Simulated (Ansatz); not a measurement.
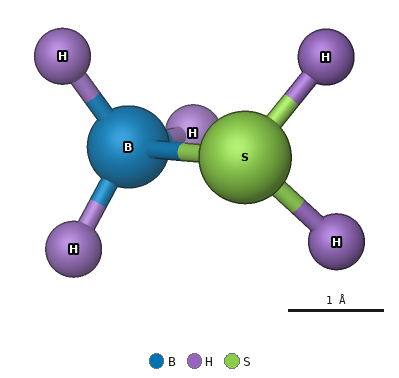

Figure 1. The input geometry (ball-and-stick view, seen at a tilt). Bond lengths as drawn: B–H 1.22 to 1.23 Å, B–S 1.99 Å and H–S 1.37 Å.

# Nudged elastic band of BH$_{5}$S

System: BH$_{5}$S.
Method: RKS PBE/def2-SVP (Ansatz 0.2.0).

It belongs to a series of runs on one base structure; here: band between the two ends.

The program's output
```
Engine: ansatz 0.2.0, x86_64-unknown-linux-gnu
Functional definition: PBE
  parameter kappa = 0.804
  parameter beta = 0.06672455060314922
  exchange = pbe_x(kappa = kappa, mu = beta*pi^2/3)
  correlation = pbe_c(beta = beta)
649 factors; their error is unknown
mean field evaluation 1: about -11577.8515 eV, gradient 3.4e1 eV
mean field evaluation 2: about -11571.5306 eV, gradient 5.1e1 eV
mean field evaluation 4: about -11582.2370 eV, gradient 2.5e0 eV
mean field evaluation 8: about -11582.2572 eV, gradient 1.6e-2 eV
mean field -11582.23200742 eV, -425.6391755538 hartree, gradient 4.7e-5 eV, S^2 0.000000; 0 other end points of the search recorded, 0 dependent functions left out
the calculation of the forces begins
reference -11582.23203851 eV, -425.6391766962 hartree; 13, 13 occupied and 44, 44 virtual orbitals, 649 factors
649 factors; their error is unknown
mean field evaluation 16: about -11579.6785 eV, gradient 2.7e1 eV
mean field -11582.38772313 eV, -425.6448980006 hartree, gradient 6.9e-5 eV, S^2 0.000000; 0 other end points of the search recorded, 0 dependent functions left out
[... from here on the field's lines of each further geometry are left out, up to the last ...]
NEB iter   1: max|band force component| = 5.352e0 eV/Å  barrier→ = 2.8067 eV  barrier← = 2.9625 eV  Δτ_max = 0.1973 Å  (275 SCF iters)
NEB iter   2: max|band force component| = 3.474e0 eV/Å  barrier→ = 1.6384 eV  barrier← = 1.7941 eV  Δτ_max = 0.2000 Å  (257 SCF iters)
NEB iter   3: max|band force component| = 1.699e0 eV/Å  barrier→ = 0.8826 eV  barrier← = 1.0384 eV  Δτ_max = 0.2000 Å  (243 SCF iters)
NEB iter   4: max|band force component| = 2.144e0 eV/Å  barrier→ = 0.7401 eV  barrier← = 0.8958 eV  Δτ_max = 0.0997 Å  (242 SCF iters)
NEB iter   5: max|band force component| = 7.941e-1 eV/Å  barrier→ = 0.5929 eV  barrier← = 0.7486 eV  Δτ_max = 0.1569 Å  (231 SCF iters)
NEB iter   6: max|band force component| = 1.011e0 eV/Å  barrier→ = 0.5489 eV  barrier← = 0.7047 eV  Δτ_max = 0.0790 Å  (231 SCF iters)
NEB iter   7: max|band force component| = 5.329e-1 eV/Å  barrier→ = 0.4931 eV  barrier← = 0.6488 eV  Δτ_max = 0.0786 Å  (224 SCF iters)
NEB iter   8: max|band force component| = 4.261e-1 eV/Å  barrier→ = 0.4897 eV  barrier← = 0.6454 eV  CI = image 4  Δτ_max = 0.1567 Å  (224 SCF iters)
NEB iter   9: max|band force component| = 4.838e-1 eV/Å  barrier→ = 0.5417 eV  barrier← = 0.6975 eV  CI = image 4  Δτ_max = 0.0804 Å  (230 SCF iters)
NEB iter  10: max|band force component| = 2.146e-1 eV/Å  barrier→ = 0.5242 eV  barrier← = 0.6799 eV  CI = image 4  Δτ_max = 0.0722 Å  (212 SCF iters)
NEB iter  11: max|band force component| = 7.268e-2 eV/Å  barrier→ = 0.5212 eV  barrier← = 0.6770 eV  CI = image 4  Δτ_max = 0.0219 Å  (226 SCF iters)
NEB iter  12: max|band force component| = 7.736e-2 eV/Å  barrier→ = 0.5209 eV  barrier← = 0.6766 eV  CI = image 4  Δτ_max = 0.0110 Å  (210 SCF iters)
the calculation of the forces begins
reference -11582.38382573 eV, -425.6447547737 hartree; 13, 13 occupied and 44, 44 virtual orbitals, 649 factors
649 factors; their error is unknown
mean field -11581.71130582 eV, -425.6200401231 hartree, gradient 2.3e-5 eV, S^2 0.000000; 1 other end points of the search recorded, 0 dependent functions left out
the calculation of the forces begins
reference -11581.71133375 eV, -425.6200411493 hartree; 13, 13 occupied and 44, 44 virtual orbitals, 649 factors
NEB iter  13: max|band force component| = 2.244e-2 eV/Å  barrier→ = 0.5207 eV  barrier← = 0.6764 eV  CI = image 4  Δτ_max = 0.0000 Å  (403 SCF iters)
```

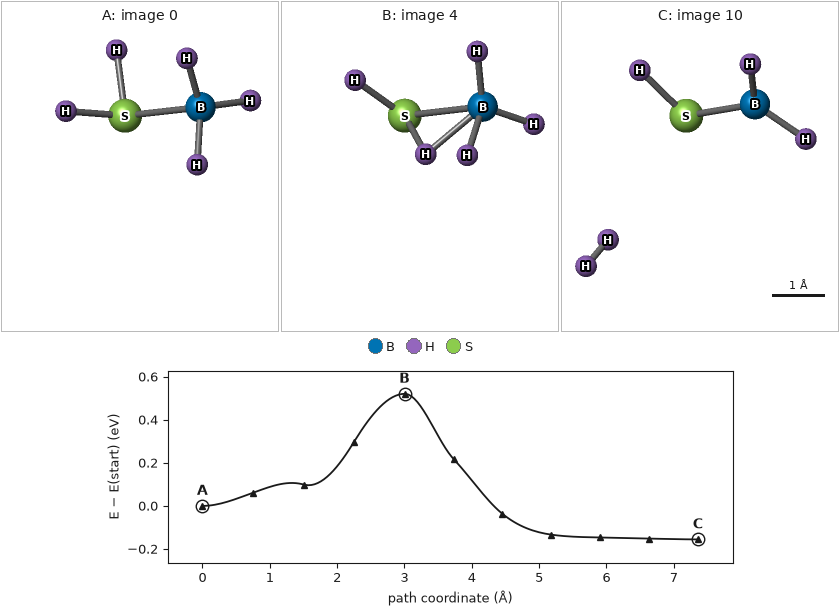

Figure 2. Images of the last band (counted from 0; ball-and-stick, seen at a tilt) above the energy along the path; the line is a cubic interpolation that uses the forces. The highest image is number 4, 0.521 eV above the start and 0.676 eV above the end (the climbing image); the end lies 0.156 eV below the start. The path is 7.36 Å long. The band converged in 13 iterations.

```
Total energy: -11581.71133375 eV, -425.6200411493 hartree
Atom 0 at    -0.026082    -0.211876     0.080890 Å, force     0.006313    -0.004170    -0.006506 eV/Å
Atom 1 at    -0.272262     0.153340     1.282000 Å, force     0.002026    -0.000840     0.000079 eV/Å
Atom 2 at     1.021136     0.305064    -0.248721 Å, force    -0.000462     0.004885    -0.000861 eV/Å
Atom 3 at    -1.040532    -0.142300    -0.578222 Å, force    -0.002987     0.000098    -0.000380 eV/Å
Atom 4 at     0.491054    -2.207663     0.344132 Å, force    -0.000515     0.002856    -0.000806 eV/Å
Atom 5 at    -0.775449    -2.710719     0.393974 Å, force     0.001126     0.004124     0.001894 eV/Å
Atom 6 at     0.066137    -1.023047     1.269247 Å, force    -0.005500    -0.006954     0.006580 eV/Å
Dipole moment:    -0.162958    -0.273747     0.217671 e Å
this run last wrote the band of iteration 13 to [file]
```

The last band as extended XYZ (Å, eV, eV/Å)
```
7
Properties=species:S:1:pos:R:3:forces:R:3 image=0 energy=-11582.23201
B     0.0266   -0.0214    0.0754    0.0127   0.0028   0.0081
H     0.3449    0.6792    1.0301   -0.0040   0.0041   0.0093
H     0.8677   -0.0320   -0.8164    0.0040  -0.0124  -0.0065
H    -1.1402    0.0419   -0.2784   -0.0128   0.0011  -0.0061
S     0.3224   -1.8242    0.8638    0.0049   0.0146  -0.0071
H    -0.2225   -2.6882   -0.0462   -0.0038  -0.0038  -0.0022
H    -0.7349   -1.9925    1.7150   -0.0011  -0.0064   0.0045
7
Properties=species:S:1:pos:R:3:forces:R:3 image=1 energy=-11582.17092
B     0.0313   -0.0193    0.0389    0.0001   0.0025   0.0003
H     0.0765    0.6160    1.0852    0.0400   0.0023   0.0033
H     1.0109    0.1270   -0.6798   -0.0176  -0.0138  -0.0286
H    -1.0520   -0.0369   -0.5251   -0.0235   0.0067   0.0358
S     0.3478   -1.9000    0.7027    0.0094   0.0054   0.0263
H    -0.5921   -2.6490    0.0521    0.0523  -0.0194  -0.0319
H    -0.3585   -1.9749    1.8693   -0.0607   0.0163  -0.0052
7
Properties=species:S:1:pos:R:3:forces:R:3 image=2 energy=-11582.13276
B     0.0005   -0.0057    0.0215    0.0050  -0.0069  -0.0019
H    -0.2410    0.5942    1.0588   -0.0161  -0.0530   0.0178
H     1.0687    0.2618   -0.5109    0.0076  -0.0054   0.0338
H    -0.9408   -0.1285   -0.7510    0.0036   0.0149  -0.0055
S     0.3339   -1.9482    0.5552   -0.0058  -0.0376  -0.0152
H    -0.8543   -2.5555    0.2698   -0.0113  -0.0084   0.0278
H     0.0971   -2.0554    1.8998    0.0171   0.0964  -0.0568
7
Properties=species:S:1:pos:R:3:forces:R:3 image=3 energy=-11581.93390
B    -0.0577   -0.0635    0.0327   -0.0441   0.1153  -0.0288
H    -0.3393    0.2956    1.1715   -0.0617   0.0962  -0.0742
H     1.0434    0.3032   -0.3489   -0.0116   0.0300  -0.0737
H    -0.9779   -0.0792   -0.7636    0.0258   0.0374  -0.1271
S     0.3948   -2.0911    0.3885   -0.0436   0.1034   0.0106
H    -0.8466   -2.6597    0.4417   -0.0147   0.0216   0.0188
H     0.2474   -1.5425    1.6214    0.1499  -0.4039   0.2743
7
Properties=species:S:1:pos:R:3:forces:R:3 image=4 energy=-11581.71131
B    -0.0261   -0.2119    0.0809    0.0063  -0.0042  -0.0065
H    -0.2723    0.1533    1.2820    0.0020  -0.0008   0.0001
H     1.0211    0.3051   -0.2487   -0.0005   0.0049  -0.0009
H    -1.0405   -0.1423   -0.5782   -0.0030   0.0001  -0.0004
S     0.4911   -2.2077    0.3441   -0.0005   0.0029  -0.0008
H    -0.7754   -2.7107    0.3940    0.0011   0.0041   0.0019
H     0.0661   -1.0230    1.2692   -0.0055  -0.0070   0.0066
7
Properties=species:S:1:pos:R:3:forces:R:3 image=5 energy=-11582.01411
B     0.0521   -0.4846   -0.0344    0.0345  -0.1411  -0.0767
H    -0.2386    0.2036    1.4403    0.0087   0.0421   0.0611
H     1.0061    0.2451   -0.2222   -0.0025  -0.0383   0.0054
H    -1.0492   -0.1573   -0.4307    0.0004  -0.0232   0.0614
S     0.5048   -2.2848    0.0728    0.0114  -0.0448  -0.1151
H    -0.7595   -2.7776    0.2044    0.0135  -0.0342  -0.0769
H    -0.0517   -0.5816    1.5130   -0.0660   0.2394   0.1409
7
Properties=species:S:1:pos:R:3:forces:R:3 image=6 energy=-11582.26905
B     0.0717   -0.5749   -0.2780    0.0121  -0.0423  -0.0990
H    -0.2544    0.3166    1.8793   -0.0087   0.0512   0.1341
H     1.0042    0.1973   -0.3463    0.0088  -0.0290  -0.0563
H    -1.0771   -0.2129   -0.4056   -0.0005  -0.0328  -0.0171
S     0.5125   -2.3060   -0.1405   -0.0038  -0.0064  -0.0188
H    -0.7438   -2.8308   -0.0526    0.0026  -0.0201  -0.0716
H    -0.0491   -0.4266    1.8870   -0.0105   0.0794   0.1288
7
Properties=species:S:1:pos:R:3:forces:R:3 image=7 energy=-11582.36561
B     0.0591   -0.5952   -0.4601    0.0071   0.0001  -0.0098
H    -0.2489    0.3548    2.4099   -0.0028   0.0087   0.0299
H     0.9877    0.1832   -0.4957   -0.0013   0.0000  -0.0182
H    -1.0980   -0.2430   -0.5183   -0.0008  -0.0055  -0.0096
S     0.5144   -2.3104   -0.3329   -0.0001  -0.0117  -0.0053
H    -0.7323   -2.8657   -0.3106   -0.0013  -0.0018  -0.0113
H    -0.0180   -0.3609    2.2511   -0.0008   0.0102   0.0243
7
Properties=species:S:1:pos:R:3:forces:R:3 image=8 energy=-11582.37873
B     0.0466   -0.5551   -0.6611    0.0002  -0.0007  -0.0022
H    -0.2187    0.1821    2.9459   -0.0020   0.0003   0.0052
H     0.9597    0.2415   -0.6950    0.0001   0.0004  -0.0034
H    -1.1099   -0.2417   -0.8376    0.0002   0.0005  -0.0025
S     0.5205   -2.2367   -0.3321    0.0004  -0.0001   0.0006
H    -0.7121   -2.8223   -0.3671   -0.0003   0.0012   0.0014
H    -0.0220   -0.4049    2.4905    0.0015  -0.0017   0.0009
7
Properties=species:S:1:pos:R:3:forces:R:3 image=9 energy=-11582.38379
B     0.0541   -0.4948   -0.8547    0.0000   0.0004  -0.0015
H    -0.2325   -0.1094    3.2665    0.0001  -0.0035   0.0012
H     0.9654    0.2939   -0.9850    0.0003   0.0003  -0.0034
H    -1.0924   -0.2332   -1.1440    0.0002   0.0000  -0.0033
S     0.5145   -2.0830   -0.2015    0.0021   0.0018   0.0012
H    -0.7130   -2.6800   -0.1931   -0.0022   0.0004   0.0028
H    -0.0321   -0.5306    2.6550   -0.0005   0.0005   0.0030
7
Properties=species:S:1:pos:R:3:forces:R:3 image=10 energy=-11582.38772
B     0.0656   -0.4707   -1.0425   -0.0091  -0.0014  -0.0029
H    -0.2497   -0.3645    3.5309    0.0038  -0.0058  -0.0130
H     0.9746    0.2981   -1.2718   -0.0014  -0.0039  -0.0001
H    -1.0619   -0.3015   -1.4533    0.0170  -0.0038   0.0066
S     0.4978   -1.8846   -0.0535   -0.0082   0.0133  -0.0093
H    -0.7225   -2.4941   -0.0023    0.0023  -0.0026   0.0038
H    -0.0399   -0.6199    2.8358   -0.0044   0.0043   0.0149
```

The run was set up as follows.

Input
```yaml
crystal:
  periodic: [false, false, false]
  atoms:
    - { symbol: B, position_ang: [0.026582, -0.021353, 0.075403] }
    - { symbol: H, position_ang: [0.344883, 0.679174, 1.030129] }
    - { symbol: H, position_ang: [0.867675, -0.031998, -0.816434] }
    - { symbol: H, position_ang: [-1.140159, 0.041897, -0.278381] }
    - { symbol: S, position_ang: [0.322406, -1.824171, 0.863778] }
    - { symbol: H, position_ang: [-0.222454, -2.688236, -0.046175] }
    - { symbol: H, position_ang: [-0.734932, -1.992514, 1.714979] }
basis:
  gaussian: { orbitals: def2-SVP }
hamiltonian:
  xc: pbe
neb:
  order_check: false
  images: 9
  f_tol: 0.05
  max_iterations: 60
  final_atoms:
    - { symbol: B, position_ang: [0.06561943, -0.47073899, -1.04252088] }
    - { symbol: H, position_ang: [-0.24969898, -0.36448579, 3.53094505] }
    - { symbol: H, position_ang: [0.9745917, 0.29812383, -1.27177844] }
    - { symbol: H, position_ang: [-1.06194071, -0.30148018, -1.45329173] }
    - { symbol: S, position_ang: [0.49782902, -1.88461388, -0.05352144] }
    - { symbol: H, position_ang: [-0.72254009, -2.49411212, -0.00234939] }
    - { symbol: H, position_ang: [-0.03985937, -0.61989386, 2.83581583] }
  initial_path:
    images:
      - { positions_ang: [[0.026582, -0.021353, 0.075403], [0.344883, 0.679174, 1.030129], [0.867675, -0.031998, -0.816434], [-1.140159, 0.041897, -0.278381], [0.322406, -1.824171, 0.863778], [-0.222454, -2.688236, -0.046175], [-0.734932, -1.992514, 1.714979]] }
      - { positions_ang: [[0.00762287, -0.01677567, 0.05943793], [0.26318274, 0.54526462, 1.13121311], [0.88557726, -0.00939, -0.77372938], [-1.13156012, 0.01667185, -0.3418872], [0.29624151, -1.87075367, 0.83026925], [-0.27816767, -2.73660793, -0.06718528], [-0.57889558, -1.7656102, 1.70518057]] }
      - { positions_ang: [[-0.01133627, -0.01219834, 0.04347287], [0.18148247, 0.41135524, 1.23229722], [0.90347952, 0.013218, -0.73102476], [-1.12296124, -0.00855329, -0.40539341], [0.27007702, -1.91733634, 0.7967605], [-0.33388134, -2.78497986, -0.08819556], [-0.42285915, -1.5387064, 1.69538213]] }
      - { positions_ang: [[-0.0302954, -0.00762101, 0.0275078], [0.09978221, 0.27744585, 1.33338133], [0.92138178, 0.03582601, -0.68832014], [-1.11436236, -0.03377844, -0.46889961], [0.24391252, -1.96391901, 0.76325176], [-0.38959501, -2.83335179, -0.10920583], [-0.26682273, -1.31180261, 1.6855837]] }
      - { positions_ang: [[-0.04925454, -0.00304368, 0.01154274], [0.01808194, 0.14353647, 1.43446544], [0.93928404, 0.05843401, -0.64561552], [-1.10576348, -0.05900359, -0.53240582], [0.21774803, -2.01050168, 0.72974301], [-0.44530869, -2.88172372, -0.13021611], [-0.11078631, -1.08489881, 1.67578527]] }
      - { positions_ang: [[-0.06821367, 0.00153365, -0.00442233], [-0.06361832, 0.00962709, 1.53554955], [0.9571863, 0.08104201, -0.6029109], [-1.0971646, -0.08422874, -0.59591202], [0.19158354, -2.05708435, 0.69623426], [-0.50102236, -2.93009565, -0.15122639], [0.04525011, -0.85799501, 1.66598684]] }
      - { positions_ang: [[-0.04144705, -0.09292088, -0.21204204], [-0.10083445, -0.06519549, 1.93462865], [0.96066738, 0.12445837, -0.73668441], [-1.09011982, -0.12767903, -0.76738796], [0.25283264, -2.02259025, 0.54628312], [-0.5453259, -2.84289895, -0.12145099], [0.02822822, -0.81037478, 1.89995264]] }
      - { positions_ang: [[-0.01468043, -0.18737541, -0.41966175], [-0.13805059, -0.14001806, 2.33370775], [0.96414846, 0.16787474, -0.87045792], [-1.08307505, -0.17112932, -0.93886391], [0.31408173, -1.98809616, 0.39633198], [-0.58962945, -2.75570224, -0.09167559], [0.01120632, -0.76275455, 2.13391843]] }
      - { positions_ang: [[0.01208619, -0.28182994, -0.62728146], [-0.17526672, -0.21484064, 2.73278685], [0.96762954, 0.2112911, -1.00423142], [-1.07603027, -0.2145796, -1.11033985], [0.37533083, -1.95360207, 0.24638084], [-0.633933, -2.66850553, -0.06190019], [-0.00581557, -0.71513432, 2.36788423]] }
      - { positions_ang: [[0.03885281, -0.37628446, -0.83490117], [-0.21248285, -0.28966321, 3.13186595], [0.97111062, 0.25470747, -1.13800493], [-1.06898549, -0.25802989, -1.28181579], [0.43657992, -1.91910797, 0.0964297], [-0.67823655, -2.58130882, -0.03212479], [-0.02283747, -0.66751409, 2.60185003]] }
      - { positions_ang: [[0.06561943, -0.47073899, -1.04252088], [-0.24969898, -0.36448579, 3.53094505], [0.9745917, 0.29812383, -1.27177844], [-1.06194071, -0.30148018, -1.45329173], [0.49782902, -1.88461388, -0.05352144], [-0.72254009, -2.49411212, -0.00234939], [-0.03985937, -0.61989386, 2.83581583]] }
```

Command:
```bash
ansatz run input.yaml --threads 1 --pin off --max-ram 2048MiB --backend cpu --events-out ev --progress --plain --runs-dir out
```

Results in brief

- outcome: converged
- barrier, forward: 0.521 eV
- barrier, backward: 0.676 eV
- hardware: 1 thread of Intel Xeon (Granite Rapids), 32 GiB of memory available, shared host
- wall time: 59 s
- peak memory: 0.13 GiB

Notes

The order of the saddle point was not checked.
